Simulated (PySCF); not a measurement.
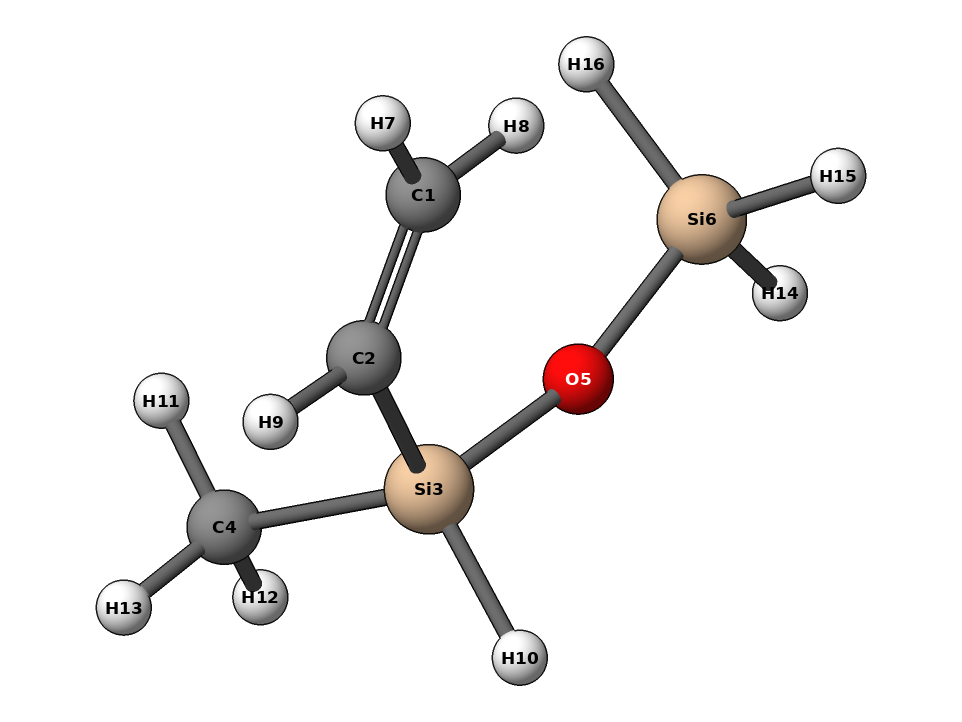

The questions are on Mulliken charges. Computed geometry: GFN2-xTB optimisation. No frequency run is at hand to confirm it as a minimum. Properties computed with PBE0/pcSseg-1, gas phase (PySCF 2.14.0).

Which atom carries the highest charge (most positive or least negative)?

Answer. Si3 (1.05 e).

And the lowest?

Answer. O5 (−0.73 e).

List the Mulliken charges.

```tsv
atom	value (e)
C1	−0.17
C2	−0.51
Si3	1.05
C4	−0.64
O5	−0.73
Si6	0.70
H7	0.12
H8	0.13
H9	0.13
H10	−0.13
H11	0.14
H12	0.14
H13	0.13
H14	−0.12
H15	−0.12
H16	−0.12
```

Mulliken values depend strongly on the basis set and can even reverse the polarity of a bond. The geometry is semi-empirical. Around Si such bond lengths and angles can be off by a tenth of an ångström or more and by several degrees, and values that hang on the shape move with them.
